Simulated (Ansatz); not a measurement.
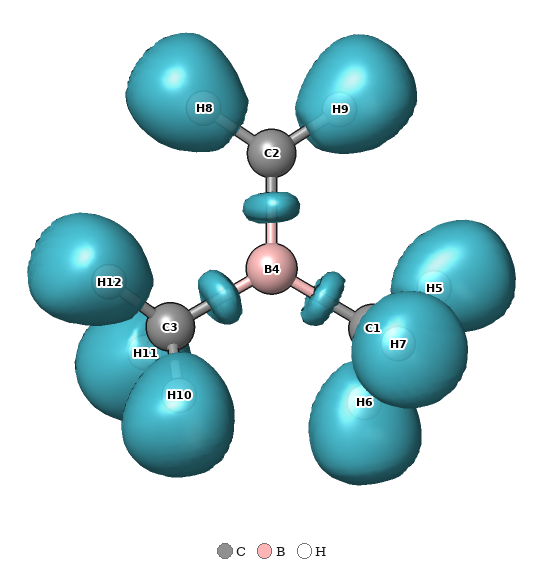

*C3H8B (SMILES [CH2]B(C)C) (doublet). Isosurface of the ELF at 0.9 (cyan), seen across its widest extent. Core shells and regions of very low density are left out.*

Geometry: B3LYP-D3(BJ)/def2-SVP.

Level of theory: isolated molecule in a Gaussian basis; Kohn-Sham density functional theory, functional PBE0 in Ansatz 0.2.0.

```xyz
12

C    -1.3768   -0.7851   -0.6128
C     1.0910    0.2877   -0.3044
C    -0.8447    0.8615    1.5010
B    -0.3650    0.1226    0.1905
H    -1.1032   -0.9616   -1.6653
H    -2.4166   -0.4201   -0.5650
H    -1.3879   -1.7773   -0.1168
H     1.8418    0.8825    0.2313
H     1.4676   -0.1794   -1.2234
H    -1.6051    0.2941    2.0635
H    -1.3487    1.7964    1.1811
H    -0.0346    1.1585    2.1861
```

Question: Where are the electrons localised?

Answer: The surface consists of three regions between bonded B–C atoms (shared pairs) and eight regions around hydrogen nuclei. Profiles from the grid: C–B (1.55 Å): the ELF peaks at about 1 between the atoms (a shared electron pair). C–H (1.10 Å): the ELF climbs to about 1 towards the hydrogen, as it does in any bond to H; a covalent bond by its length.
